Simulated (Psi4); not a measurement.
Interaction calculation, with input and output: SiH$_{3}$OF$_{2}$ (charge −1) (part 1 of 2)

System: SiH$_{3}$OF$_{2}$, charge −1, SMILES O=[SiH2].F[H-]F.
Method: SAPT0/jun-cc-pVDZ, RHF (Psi4 1.11).

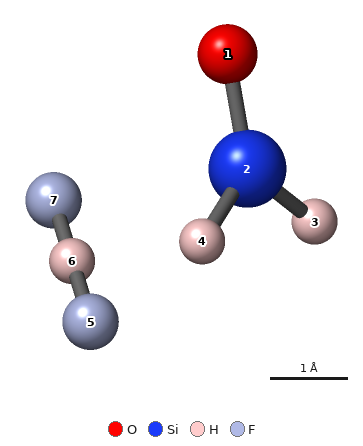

Fig. 1: The structure as given in the input (ball-and-stick view, seen at a tilt; atoms are numbered from 1 in the order of the input).

Results in brief

| quantity | value |
| --- | --- |
| outcome | converged |
| SCF energy | −564.480427 hartree |
| basis functions | 91 |
| hardware | 1 thread of AMD EPYC (Zen 3), 24 GiB of memory available, shared host |
| wall time | 6.9 s |
| peak memory | 0.28 GiB |

Input file (calc.in)
```
memory 1600 MB

molecule {
  0 1
  O     -0.283200     0.413500     1.469520
  Si    -0.006700     0.009800     0.034920
  H      0.439900    -1.346000    -0.376180
  H     -0.150000     0.922700    -1.128280
  --
  -1 1
  F      2.859180     0.601600    -1.290630
  H      3.377820     0.454870    -0.282510
  F      3.896460     0.308140     0.725600
  symmetry c1
  no_reorient
  no_com
}

set {
  basis       jun-cc-pVDZ
  scf_type    df
  freeze_core true
}

energy_value = energy('sapt0')
print_variables()
```

Run as:
```bash
psi4 -n 1 calc.in calc.out
```

Log
```
Psi4 1.11 release

   => Loading Basis Set <=

    Name: JUN-CC-PVDZ
    Role: ORBITAL
    Keyword: BASIS

   => Loading Basis Set <=

    Name: JUN-CC-PVDZ
    Role: ORBITAL
    Keyword: BASIS

  //>>>>>>>>>>>>>>>>>>>>>>>>>>>>>>>>>>>//
  //              Dimer HF             //
  //<<<<<<<<<<<<<<<<<<<<<<<<<<<<<<<<<<<//

   => Loading Basis Set <=

    Name: JUN-CC-PVDZ
    Role: ORBITAL
    Keyword: BASIS

         ---------------------------------------------------------
                                   SCF
                              RHF Reference
                        1 Threads,   1525 MiB Core
         ---------------------------------------------------------

  ==> Geometry <==

    Molecular point group: c1
    Full point group: C1

    Geometry (in Angstrom), charge = -1, multiplicity = 1:

       Center              X                  Y                   Z               Mass
    ------------   -----------------  -----------------  -----------------  -----------------
         O           -0.283200000000     0.413500000000     1.469520000000    15.994914619570
         SI          -0.006700000000     0.009800000000     0.034920000000    27.976926534650
         H            0.439900000000    -1.346000000000    -0.376180000000     1.007825032230
         H           -0.150000000000     0.922700000000    -1.128280000000     1.007825032230
         F            2.859180000000     0.601600000000    -1.290630000000    18.998403162730
         H            3.377820000000     0.454870000000    -0.282510000000     1.007825032230
         F            3.896460000000     0.308140000000     0.725600000000    18.998403162730

  Running in c1 symmetry.

  Rotational constants: A =      0.20080  B =      0.03568  C =      0.03115 [cm^-1]
  Rotational constants: A =   6019.78497  B =   1069.53777  C =    933.96758 [MHz]
  Nuclear repulsion =  143.965066854809294

  Charge       = -1
  Multiplicity = 1
  Electrons    = 44
  Nalpha       = 22
  Nbeta        = 22

  ==> Algorithm <==

  SCF Algorithm Type is DF.
  DIIS enabled.
  MOM disabled.
  Fractional occupation disabled.
  Guess Type is SAD.
  Energy threshold   = 1.00e-08
  Density threshold  = 1.00e-08
  Integral threshold = 1.00e-12

  ==> Primary Basis <==

  Basis Set: JUN-CC-PVDZ
    Blend: JUN-CC-PVDZ
    Number of shells: 43
    Number of basis functions: 91
    Number of Cartesian functions: 95
    Spherical Harmonics?: true
    Max angular momentum: 2

   => Loading Basis Set <=

    Name: (JUN-CC-PVDZ AUX)
    Role: JKFIT
    Keyword: DF_BASIS_SCF

  ==> Integral Setup <==

  DFHelper Memory: AOs need 0.028 GiB; user supplied 1.118 GiB.
  SCF_SUBTYPE=INCORE selected. In-core MEM_DF algorithm will be used.
  Using in-core AOs.

  ==> MemDFJK: Density-Fitted J/K Matrices <==

    J tasked:                   Yes
    K tasked:                   Yes
    wK tasked:                   No
    Memory [MiB]:              1144
    Algorithm:                 Core
    Schwarz Cutoff:           1E-12
    Mask sparsity (%):       5.6515
    Fitting Condition:        1E-10

   => Auxiliary Basis Set <=

  Basis Set: (JUN-CC-PVDZ AUX)
    Blend: JUN-CC-PVDZ-JKFIT
    Number of shells: 147
    Number of basis functions: 427
    Number of Cartesian functions: 488
    Spherical Harmonics?: true
    Max angular momentum: 3

  Minimum eigenvalue in the overlap matrix is 2.9092641893E-03.
  Reciprocal condition number of the overlap matrix is 5.3372174093E-04.
    Using symmetric orthogonalization.

  ==> Pre-Iterations <==

  SCF Guess: Superposition of Atomic Densities via on-the-fly atomic UHF (no occupation information).

   -------------------------
    Irrep   Nso     Nmo
   -------------------------
     A         91      91
   -------------------------
    Total      91      91
   -------------------------

  ==> Iterations <==

                           Total Energy        Delta E     RMS |[F,P]|

   @DF-RHF iter SAD:  -562.71523684059537   -5.62715e+02   0.00000e+00
   @DF-RHF iter   1:  -564.22895782231774   -1.51372e+00   8.64211e-03 DIIS/ADIIS
   @DF-RHF iter   2:  -564.29701686833619   -6.80590e-02   7.67145e-03 DIIS/ADIIS
   @DF-RHF iter   3:  -564.47815177266637   -1.81135e-01   8.01035e-04 DIIS/ADIIS
   @DF-RHF iter   4:  -564.48015717294300   -2.00540e-03   2.38327e-04 DIIS/ADIIS
   @DF-RHF iter   5:  -564.48041580718780   -2.58634e-04   3.09686e-05 DIIS
   @DF-RHF iter   6:  -564.48042501224904   -9.20506e-06   9.45133e-06 DIIS
   @DF-RHF iter   7:  -564.48042651373817   -1.50149e-06   3.72013e-06 DIIS
   @DF-RHF iter   8:  -564.48042678815273   -2.74415e-07   1.54643e-06 DIIS
   @DF-RHF iter   9:  -564.48042681846493   -3.03122e-08   6.27533e-07 DIIS
   @DF-RHF iter  10:  -564.48042682274126   -4.27633e-09   7.90150e-08 DIIS
   @DF-RHF iter  11:  -564.48042682283540   -9.41327e-11   2.03264e-08 DIIS
   @DF-RHF iter  12:  -564.48042682284415   -8.75389e-12   5.86928e-09 DIIS
  Energy and wave function converged.

  ==> Post-Iterations <==

    Orbital Energies [Eh]
    ---------------------

    Doubly Occupied:

       1A    -68.711051     2A    -26.009484     3A    -25.989662
       4A    -20.386091     5A     -6.057503     6A     -4.164399
       7A     -4.163398     8A     -4.161244     9A     -1.295856
      10A     -1.245364    11A     -1.123229    12A     -0.564289
      13A     -0.499651    14A     -0.415668    15A     -0.392613
      16A     -0.365268    17A     -0.364060    18A     -0.331382
      19A     -0.331222    20A     -0.324713    21A     -0.313636
      22A     -0.306801

    Virtual:

      23A      0.134725    24A      0.166378    25A      0.169551
      26A      0.206838    27A      0.225021    28A      0.298817
      29A      0.335008    30A      0.365888    31A      0.376334
      32A      0.382180    33A      0.413709    34A      0.422950
      35A      0.431801    36A      0.440001    37A      0.464692
      38A      0.488158    39A      0.513849    40A      0.534904
      41A      0.542732    42A      0.603213    43A      0.642242
      44A      0.655562    45A      0.706521    46A      0.732381
      47A      0.782713    48A      0.804858    49A      0.814146
      50A      0.848489    51A      0.906920    52A      1.037997
      53A      1.264815    54A      1.268503    55A      1.289683
      56A      1.572511    57A      1.614781    58A      1.643092
      59A      1.716577    60A      1.723669    61A      1.769528
      62A      1.790957    63A      1.795029    64A      1.897837
      65A      1.972547    66A      1.996481    67A      2.049484
      68A      2.074751    69A      2.097893    70A      2.193274
      71A      2.272132    72A      2.296043    73A      2.403617
      74A      2.669929    75A      2.854894    76A      2.956822
      77A      3.150782    78A      3.167727    79A      3.278054
      80A      3.390074    81A      3.758399    82A      4.255723
      83A      4.256060    84A      4.263783    85A      4.270770
      86A      4.284591    87A      4.285168    88A      4.520744
      89A      4.521527    90A      4.771671    91A      5.614459

    Final Occupation by Irrep:
              A
    DOCC [    22 ]
    NA   [    22 ]
    NB   [    22 ]

  @DF-RHF Final Energy:  -564.48042682284415

   => Energetics <=

    Nuclear Repulsion Energy =            143.9650668548092938
    One-Electron Energy =               -1081.8578212778486431
    Two-Electron Energy =                 373.4123276001952263
    Total Energy =                       -564.4804268228441515

Computation Completed

Properties will be evaluated at   0.000000,   0.000000,   0.000000 [a0]

Properties computed using the SCF density matrix

 Multipole Moments:

 ------------------------------------------------------------------------------------
     Multipole            Electronic (a.u.)      Nuclear  (a.u.)        Total (a.u.)
 ------------------------------------------------------------------------------------

 L = 1.  Multiply by 2.5417464519 to convert [e a0] to [Debye]
 Dipole X            :       -123.0137699          117.3691511           -5.6446188
 Dipole Y            :        -23.3283929           22.0425781           -1.2858148
 Dipole Z            :        -11.4405750           10.1531205           -1.2874544
 Magnitude           :                                                    5.9306475

 ------------------------------------------------------------------------------------

	total time  =          1 seconds =       0.02 minutes

  //>>>>>>>>>>>>>>>>>>>>>>>>>>>>>>>>>>>//
  //            Monomer A HF           //
  //<<<<<<<<<<<<<<<<<<<<<<<<<<<<<<<<<<<//

  ==> Geometry <==

    Molecular point group: c1
    Full point group: C1

    Geometry (in Angstrom), charge = 0, multiplicity = 1:

       Center              X                  Y                   Z               Mass
    ------------   -----------------  -----------------  -----------------  -----------------
         O           -0.283200000000     0.413500000000     1.469520000000    15.994914619570
         SI          -0.006700000000     0.009800000000     0.034920000000    27.976926534650
         H            0.439900000000    -1.346000000000    -0.376180000000     1.007825032230
         H           -0.150000000000     0.922700000000    -1.128280000000     1.007825032230
      Gh(F)           2.859180000000     0.601600000000    -1.290630000000    18.998403162730
      Gh(H)           3.377820000000     0.454870000000    -0.282510000000     1.007825032230
      Gh(F)           3.896460000000     0.308140000000     0.725600000000    18.998403162730

  Running in c1 symmetry.

  Rotational constants: A =      0.20080  B =      0.03568  C =      0.03115 [cm^-1]
  Rotational constants: A =   6019.78497  B =   1069.53777  C =    933.96758 [MHz]
  Nuclear repulsion =   52.484789994440838

  Charge       = 0
  Multiplicity = 1
  Electrons    = 24
  Nalpha       = 12
  Nbeta        = 12

  ==> Iterations <==

                           Total Energy        Delta E     RMS |[F,P]|

   @DF-RHF iter SAD:  -364.09185063719184   -3.64092e+02   0.00000e+00
   @DF-RHF iter   1:  -364.76733199572595   -6.75481e-01   6.63285e-03 DIIS/ADIIS
   @DF-RHF iter   2:  -364.76736685501379   -3.48593e-05   6.99959e-03 DIIS/ADIIS
   @DF-RHF iter   3:  -364.93253730007149   -1.65170e-01   2.76881e-04 DIIS/ADIIS
   @DF-RHF iter   4:  -364.93317684118654   -6.39541e-04   5.59093e-05 DIIS
   @DF-RHF iter   5:  -364.93321216495792   -3.53238e-05   1.80351e-05 DIIS
   @DF-RHF iter   6:  -364.93321866872537   -6.50377e-06   6.61207e-06 DIIS
   @DF-RHF iter   7:  -364.93321959098097   -9.22256e-07   1.42065e-06 DIIS
   @DF-RHF iter   8:  -364.93321962641647   -3.54355e-08   1.84285e-07 DIIS
   @DF-RHF iter   9:  -364.93321962699207   -5.75596e-10   5.35990e-08 DIIS
   @DF-RHF iter  10:  -364.93321962703470   -4.26326e-11   1.71873e-08 DIIS
   @DF-RHF iter  11:  -364.93321962703646   -1.76215e-12   2.91808e-09 DIIS
  Energy and wave function converged.

  ==> Post-Iterations <==

    Final Occupation by Irrep:
              A
    DOCC [    12 ]
    NA   [    12 ]
    NB   [    12 ]

  @DF-RHF Final Energy:  -364.93321962703646

   => Energetics <=

    Nuclear Repulsion Energy =             52.4847899944408383
    One-Electron Energy =                -610.0136348188118518
    Two-Electron Energy =                 192.5956251973345559
    Total Energy =                       -364.9332196270364648

Computation Completed

Properties will be evaluated at   0.000000,   0.000000,   0.000000 [a0]

Properties computed using the SCF density matrix

 Multipole Moments:

 ------------------------------------------------------------------------------------
     Multipole            Electronic (a.u.)      Nuclear  (a.u.)        Total (a.u.)
 ------------------------------------------------------------------------------------

 L = 1.  Multiply by 2.5417464519 to convert [e a0] to [Debye]
 Dipole X            :          4.2368930           -3.9107882            0.3261048
 Dipole Y            :         -6.1853911            5.7105634           -0.4748277
 Dipole Z            :        -21.9859419           20.2967546           -1.6891873
 Magnitude           :                                                    1.7847015

 ------------------------------------------------------------------------------------

	total time  =          2 seconds =       0.03 minutes

  //>>>>>>>>>>>>>>>>>>>>>>>>>>>>>>>>>>>//
  //            Monomer B HF           //
  //<<<<<<<<<<<<<<<<<<<<<<<<<<<<<<<<<<<//

  ==> Geometry <==

    Molecular point group: c1
    Full point group: C1

    Geometry (in Angstrom), charge = -1, multiplicity = 1:
```
